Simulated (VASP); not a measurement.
Shape and ions are relaxed at each volume.

Energy against volume of TiO2 (rutile). All values below come from r2SCAN+rVV10, VASP's PBE PAW potentials (set 64) (plane waves; VASP).

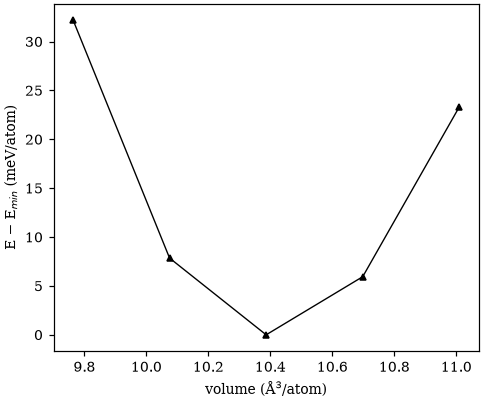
Energy against volume

Estimate the equilibrium volume and the bulk modulus.

The minimum lies near 10.4 Å³/atom, and the curvature gives B0 of about 230 GPa.

The compound is TiO2 in the rutile structure. It was relaxed first.
